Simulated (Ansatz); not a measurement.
Take C in the diamond structure (space group Fd-3m, No. 227; a = 3.5603 Å) as the base. Axes: x, y, z lie along the cube axes.

Now apply this change: the cell is compressed by 3.00 % along z with no lateral relaxation, atoms relaxed at fixed cell.

Computed with r2SCAN (Ansatz, a first-principles code; PAW; 500 eV plane waves; spin-orbit coupling left out).

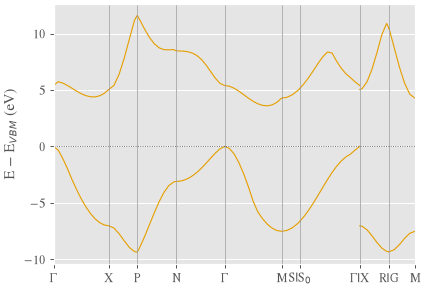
Highest valence and lowest conduction band along the path of the changed cell's own zone

Q: Read the changed gap and its character from the plot.

A: About 3.6 eV, indirect, Γ → Γ–M (75 % along).

The cells carry an imposed strain or load. No phonon test of stability was made. Labels are those of the standard path for the cell's own space group.
